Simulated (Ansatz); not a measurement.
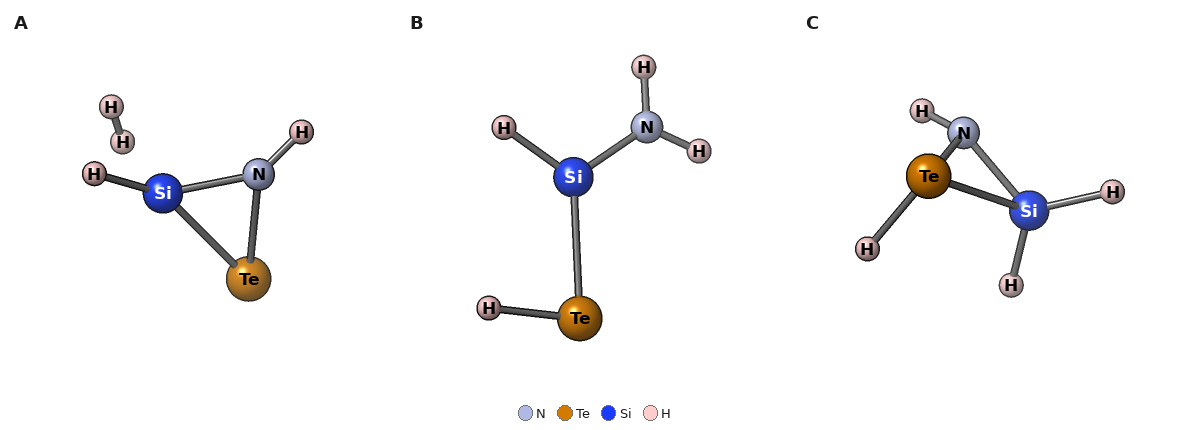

3 stationary structures of one formula. State: charge +1, singlet. Geometries: PBE0-D4/def2-TZVP. Electronic energies: RHF-CCSD(T) (frozen core)/def2-TZVPP (Ansatz 0.2.0), without zero-point energy. No frequency run is at hand to confirm each as a minimum. Each is one conformer, not always the lowest.

Question: Rank them by energy, lowest first.

Answer: B is lowest (Cs); C lies 158.4 kJ/mol above it (C1), A lies 316.8 kJ/mol above it (C1).
